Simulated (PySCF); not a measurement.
**C5H13Al (AlEt2Me): density, localisation and related maps**

```
atom    x (Å)    y (Å)    z (Å)
  Al  -0.1845  -0.3681   0.0163
   C   1.7908  -0.3953   0.0029
   C   2.4103  -0.3348   1.4053
   H   2.1566   0.4598  -0.5947
   H   2.1475  -1.3013  -0.5193
   H   3.5134  -0.3356   1.3802
   H   2.1107   0.5758   1.9517
   H   2.1108  -1.1946   2.0285
   C  -1.1505   1.3551   0.0161
   C  -1.6691   1.7623  -1.3694
   H  -0.4923   2.1489   0.4130
   H  -2.0018   1.2923   0.7188
   H  -2.2202   2.7179  -1.3495
   H  -0.8504   1.8879  -2.0983
   H  -2.3583   1.0106  -1.7900
   C  -1.1903  -2.0553  -0.0100
   H  -1.3390  -2.3871  -1.0542
   H  -2.1934  -1.9722   0.4388
   H  -0.6529  -2.8730   0.4984
```

Geometry: PBE0-D3(BJ)/def2-SVP.

All numbers below come from PBE0/pcSseg-1 Al:pcSseg-2, SCF density, gas phase, non-relativistic (PySCF).

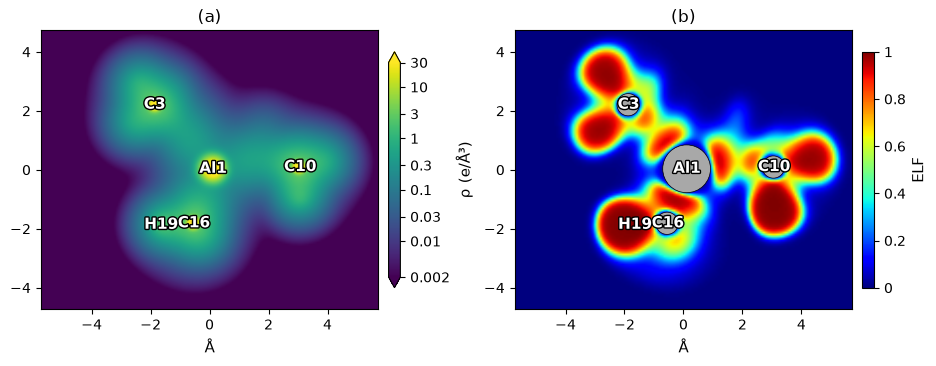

Figure 1. (a) total electron density; (b) ELF on the plane of atoms Al1, C16 and H19. Grey discs cover the atomic cores in the ELF map.

What does the map show?

- The section cuts through Al, C and H sites.
- C–Al (1.96 Å): ρ is about 0.73 e/Å³ halfway; the ELF peaks at about 0.95 between the atoms: a polar covalent bond.
- C–H (1.10 Å): ρ at the midpoint is about 1.8 e/Å³; the ELF climbs to about 1 towards the hydrogen, as it does in any bond to H; a covalent bond by its length.

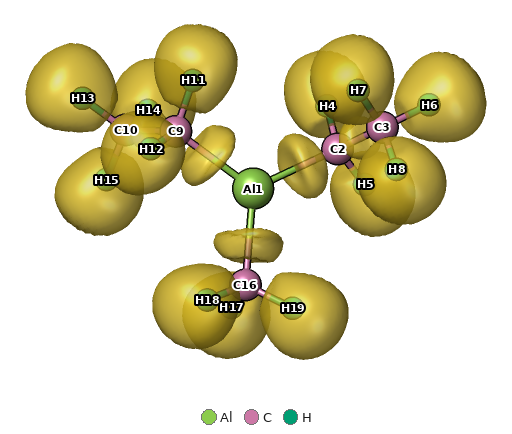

Figure 2. Isosurface of the ELF at 0.8 (yellow), seen across its widest extent. Only the valence region is drawn (cores and ρ < 0.01 e/Å³ removed).

Identify the bonds, lone pairs and shells in this picture.

The ELF exceeds this value in three regions between bonded Al–C atoms (shared pairs), two regions between bonded C–C atoms (shared pairs) and 13 regions around hydrogen nuclei. Along the contacts the grid gives the following. C–C (1.53 Å): the ELF peaks at about 0.95 between the atoms (localised, covalent bonding).

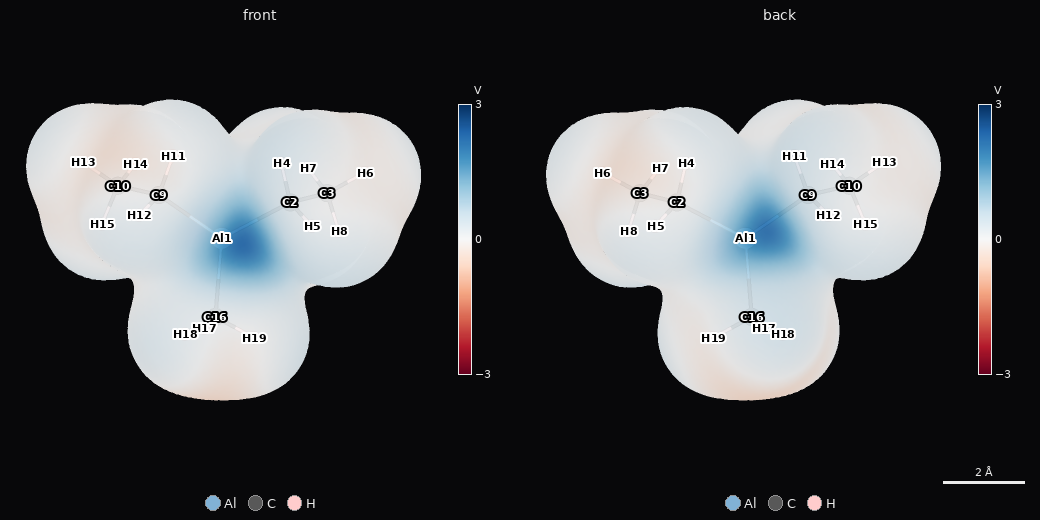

Figure 3. The electrostatic potential painted on the density surface at 0.001 e/bohr³, seen from the front and from behind; red is negative and blue positive.

Describe the electrostatic potential map.

The most negative region (about −0.5 V) lies over C16, the most positive (about +2.1 V) over Al1.
